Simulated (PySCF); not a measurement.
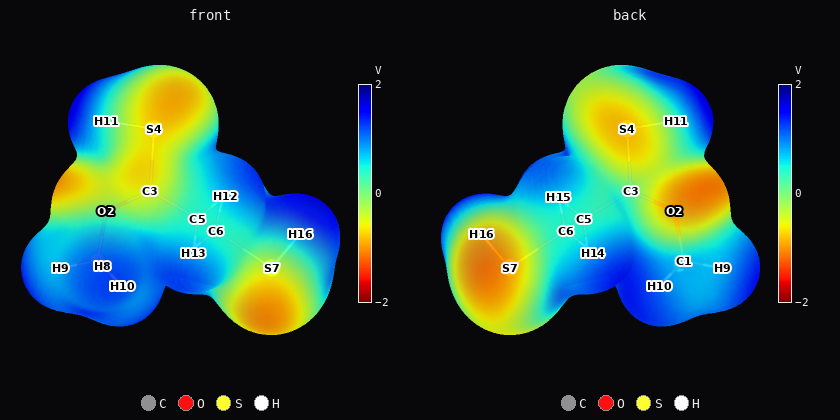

Figure. C$_{4}$H$_{9}$OS$_{2}$ (SMILES CO[C](S)CCS) (doublet). The molecular electrostatic potential painted on the density surface at 0.004 e/bohr³, seen from the front and from behind; the colour scale runs from red (negative) to blue (positive).

Geometry: GFN2-xTB.

Computed with UKS B3LYP, pcH-1 on C H O S, non-relativistic, mean-field spin-orbit, GIAO (PySCF).

```csv
atom,x (Å),y (Å),z (Å)
C,-2.1072,-0.3036,-0.6893
O,-1.6008,0.6960,0.1611
C,-0.5150,0.3766,0.9476
S,-0.0480,1.7175,1.9701
C,0.5846,-0.5134,0.4829
C,1.4385,0.1647,-0.5990
S,2.7376,-0.9403,-1.2516
H,-2.3470,-1.2155,-0.1333
H,-3.0194,0.1093,-1.1171
H,-1.4076,-0.5458,-1.4944
H,-1.2767,2.2204,2.0528
H,1.2175,-0.7417,1.3440
H,0.1850,-1.4523,0.0922
H,0.8355,0.4328,-1.4662
H,1.9141,1.0636,-0.2069
H,3.4014,-1.0594,-0.1043
```

Describe the electrostatic potential map.

The most negative region (about −1.2 V) lies over O2 and S7, the most positive (about +1.6 V) over H11 and H16.
